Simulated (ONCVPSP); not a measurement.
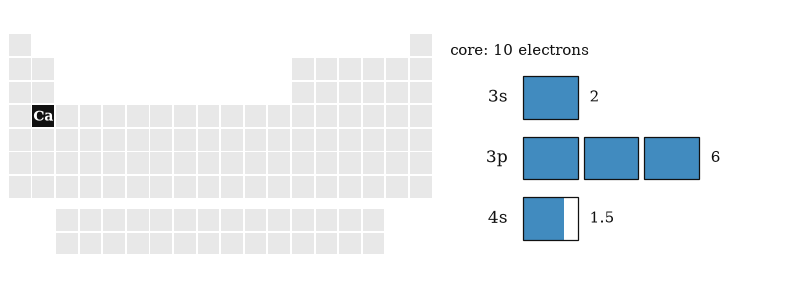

Fig. 1: Left, the place of calcium in the periodic table; right, the valence shells of the reference configuration: a box for each of the 2l + 1 orbitals, shaded by the share of the shell that is filled, with the electron count at the right. The shells are those of the unaltered input.

Pseudopotential generation, with input and output: Ca

System: calcium (Ca, Z = 20), core [Ne], reference valence 3s2 3p6 4s1.5 (an ion of charge +0.5), valence charge 10. (This line and the method describe the unaltered input from which the odd one was made.)
Method: ONCV potential, PBE, scalar-relativistic, made with ONCVPSP 4.0.1.

**Log (extracts)**
```
ONCVPSP  (Optimized Norm-Conservinng Vanderbilt PSeudopotential)
scalar-relativistic version 4.0.1

#   n    l    f        energy (Ha)
    1    0    2.00    -1.4526014E+02
    2    0    2.00    -1.5349369E+01
    2    1    6.00    -1.2422978E+01
    3    0    2.00    -1.8506266E+00
    3    1    6.00    -1.1489267E+00
    4    0    1.50    -2.3084974E-01

Reference configufation results
  iterations    24
  all-electron total energy (Ha)   -6.80233136D+02

Begin loop to  construct optimized pseudo wave functions
and semi-local pseudopoentials for all angular momenta

Calculating optimized projector #   1

 for l=   0

    Fraction of norm inside rc  0.973284
    Optimizing pswf for qcut=   4.70 a_B^-1,  ecut=  11.03 Ha
    Residual kinetic energy error=  7.59D-06 Ha

    Energy error per electron        Cutoff
         Ha          eV             Ha
         0.01000     0.27211        4.18
         0.00100     0.02721        5.56
         0.00010     0.00272        6.91
         0.00001     0.00027       10.40

Calculating optimized projector #   2

 for l=   0

    Fraction of norm inside rc  0.080964
    Optimizing pswf for qcut=   4.70 a_B^-1,  ecut=  11.03 Ha
    Residual kinetic energy error=  3.16D-05 Ha

    Energy error per electron        Cutoff
         Ha          eV             Ha
         0.01000     0.27211        3.15
         0.00100     0.02721        4.60
         0.00010     0.00272        8.73
         0.00001     0.00027       19.50

WARNING wellstate: negative energy specified for n= 4 l=  1
WARNING scattering state with energy  0.25000000
WARNING will be used for the first projector

   Wellstate for l =  1  n =  4
     eigenvalue =   0.2500
     asymptotic potential =   0.7500
     half-point radius =  3.3328

Calculating optimized projector #   1

 for l=   1

    Fraction of norm inside rc  0.772040
    Optimizing pswf for qcut=   6.70 a_B^-1,  ecut=  22.45 Ha
    Residual kinetic energy error=  7.76D-07 Ha

    Energy error per electron        Cutoff
         Ha          eV             Ha
         0.01000     0.27211       10.84
         0.00100     0.02721       14.40
         0.00010     0.00272       17.39
         0.00001     0.00027       19.77

Calculating optimized projector #   2

 for l=   1

    Fraction of norm inside rc  0.099595
    Optimizing pswf for qcut=   6.70 a_B^-1,  ecut=  22.45 Ha
    Residual kinetic energy error=  1.81D-06 Ha

    Energy error per electron        Cutoff
         Ha          eV             Ha
         0.01000     0.27211        9.55
         0.00100     0.02721       13.30
         0.00010     0.00272       16.37
         0.00001     0.00027       19.12

WARNING wellstate: moderately localized bound state found for n= 3 l=  2
WARNING scattering state with energy  0.05000000
WARNING will be used for the first projector

   Wellstate for l =  2  n =  4
     eigenvalue =   0.0500
     asymptotic potential =   0.5500
     half-point radius = 11.4342

Calculating optimized projector #   1

 for l=   2

    Fraction of norm inside rc  0.097187
    Optimizing pswf for qcut=   5.89 a_B^-1,  ecut=  17.34 Ha
    Residual kinetic energy error=  5.22D-03 Ha

    Energy error per electron        Cutoff
         Ha          eV             Ha
         0.01000     0.27211       15.41
         0.00100     0.02721       54.34
         0.00010     0.00272      138.67
         0.00001     0.00027      154.91

Construct Vanderbilt / Kleinmman-Bylander projectors

B matrix Hermiticity error, ll=   0
   1   2    8.0883E-05

  Orthonormal projector coefficients  2.0622E+01  7.6152E+00

B matrix Hermiticity error, ll=   1
   1   2    1.0610E-04

  Orthonormal projector coefficients -4.2943E+00  3.8619E+00

Pseudoatom total energy  -36.949184

Diagnostic tests using Vanderbilt-Kleinman-Bylander pseudopotentials
  1 or more projectors used as specified by nproj input data

   l    rcore       rmatch      e in        delta e   norm test  slope test

   0   2.1582581   2.2237875  -1.8506266   0.0000006   1.0000777   1.0000674
   0   2.1582581   2.2237875  -0.2308497   0.0000008   1.0000144   1.0000118

   1   1.6003108   1.6488997  -1.1489267  -0.0000059   1.0000919   1.0001047
   1   1.6003108   1.6488997   0.2500000   0.0000017   1.0001361   1.0001361

   2   1.6003108   1.6488997   0.0500000   0.0000007   1.0000006   1.0000006

 Testing for bound ghosts
   n   l    E NL Schr. Eq   E Basis Diag.   E Cutoff

   1   0       -1.850626       -1.829217     40.94
   2   0       -0.230849       -0.203931     40.94

   2   1       -1.148933       -1.148591    154.37

 Testing for highly-localized positive-energy ghosts
       l    <radius>/rc     E Basis Diag.   E Cutoff

       0        0.506427        5.719739     40.94  WARNING - GHOST(+)

Test configuration 0

   n   l     f        eae           eps        diff
   1   0  2.0000 -145.26014070
   2   0  2.0000  -15.34936908
   2   1  6.0000  -12.42297836
   3   0  2.0000   -1.85062663   -1.85062599    6.40D-07
   3   1  6.0000   -1.14892667   -1.14893260   -5.93D-06
   4   0  1.5000   -0.23084974   -0.23084893    8.10D-07

    Total energies and differences
      AE_ref= -6.80233136D+02  AE_tst= -6.80233136D+02  dif=  0.00D+00
      PS_ref= -3.69491840D+01  PS_tst= -3.69491840D+01  dif=  7.11D-15
      PSP excitation error= -7.11D-15

Test configuration 1

   n   l     f        eae           eps        diff
   1   0  2.0000 -145.13811875
   2   0  2.0000  -15.22784431
   2   1  6.0000  -12.30141192
   3   0  2.0000   -1.73059058   -1.73039851    1.92D-04
   3   1  6.0000   -1.02927816   -1.02924644    3.17D-05
   4   0  2.0000   -0.13841232   -0.13840712    5.20D-06

    Total energies and differences
      AE_ref= -6.80233136D+02  AE_tst= -6.80325146D+02  dif= -9.20D-02
      PS_ref= -3.69491840D+01  PS_tst= -3.70411953D+01  dif= -9.20D-02
      PSP excitation error=  1.85D-06

Test configuration 2

   n   l     f        eae           eps        diff
   1   0  2.0000 -145.39686498
   2   0  2.0000  -15.48531520
   2   1  6.0000  -12.55898915
   3   0  2.0000   -1.98421177   -1.98451044   -2.99D-04
   3   1  6.0000   -1.28188040   -1.28195306   -7.27D-05
   4   0  1.0000   -0.32947790   -0.32949213   -1.42D-05

    Total energies and differences
      AE_ref= -6.80233136D+02  AE_tst= -6.80093280D+02  dif=  1.40D-01
      PS_ref= -3.69491840D+01  PS_tst= -3.68093197D+01  dif=  1.40D-01
      PSP excitation error= -8.28D-06

Test configuration 3

   n   l     f        eae           eps        diff
   1   0  2.0000 -145.70978685
   2   0  2.0000  -15.79588576
   2   1  6.0000  -12.86974301
   3   0  2.0000   -2.28713139   -2.28835870   -1.23D-03
   3   1  6.0000   -1.58241450   -1.58274059   -3.26D-04

    Total energies and differences
      AE_ref= -6.80233136D+02  AE_tst= -6.79658898D+02  dif=  5.74D-01
      PS_ref= -3.69491840D+01  PS_tst= -3.63748758D+01  dif=  5.74D-01
      PSP excitation error= -6.97D-05

Test configuration 4

   n   l     f        eae           eps        diff
   1   0  2.0000 -145.81662109
   2   0  2.0000  -15.88153428
   2   1  6.0000  -12.95725329
   3   0  1.0000   -2.26760965   -2.28752754   -1.99D-02
   3   1  6.0000   -1.54806181   -1.55521575   -7.15D-03
   4   0  2.0000   -0.40114297   -0.40196134   -8.18D-04

    Total energies and differences
      AE_ref= -6.80233136D+02  AE_tst= -6.78332261D+02  dif=  1.90D+00
      PS_ref= -3.69491840D+01  PS_tst= -3.50388294D+01  dif=  1.91D+00
      PSP excitation error= -9.48D-03
```

**The input**
```
# ATOM AND REFERENCE CONFIGURATION
# atsym  z   nc   nv     iexc    psfile
  Ca 20.00    3    3        4      upf
#
#   n    l    f
    1    0    2.00
    2    0    2.00
    2    1    6.00
    3    0    2.00
    3    1    6.00
    4    0    1.50
#
# PSEUDOPOTENTIAL AND OPTIMIZATION
# lmax
    2
#
#   l,   rc,      ep,       ncon, nbas, qcut
    0    2.15    0.00    4    7    4.70
    1    1.60    0.00    4    9    6.70
    2    1.60    0.04    5   10    5.90
#
# LOCAL POTENTIAL
# lloc, lpopt,  rc(5),   dvloc0
    2    5    1.60    0.00
#
# VANDERBILT-KLEINMAN-BYLANDER PROJECTORs
# l, nproj, debl
    0    2    3.70
    1    2    0.02
    2    0    1.80
#
# MODEL CORE CHARGE
# icmod, fcfact, rcfact
    0    0.00    0.00
#
# LOG DERIVATIVE ANALYSIS
# epsh1, epsh2, depsh
   -3.00    5.00    0.02
#
# OUTPUT GRID
# rlmax, drl
    6.00    0.01
#
# TEST CONFIGURATIONS
# ncnf
    4
# nvcnf
#   n    l    f
    3
    3    0    2.00
    3    1    6.00
    4    0    2.00
#
    3
    3    0    2.00
    3    1    6.00
    4    0    1.00
#
    3
    3    0    2.00
    3    1    6.00
    4    0    0.00
#
    3
    3    0    1.00
    3    1    6.00
    4    0    2.00
#
```

Command:
```bash
oncvpsp.x < Ca.dat > Ca.out
```

**What the run reported**

- outcome: generated
- ghost flags of the generator: 0 GHOST(-), 1 GHOST(+)
- largest excitation error printed: 260 meV
- hardware: 1 CPU thread, shared host
- wall time: 2.9 s

**What is odd here**

This input holds a deliberate oddity: debl of l = 1 set to 0.02 Ha. The program ran to the end. The all-electron atom is untouched: its total energy equals that from the unaltered input (−680.2331 Ha). The pseudo-atom's total energy moves by +0.00021 Ha, so the potential, or the configuration in which it is tested, is another one. Warnings of the program, in the generation or the tests: wellstate: moderately localized bound state found for n= 3 l= 2; wellstate: negative energy specified for n= 4 l= 1.
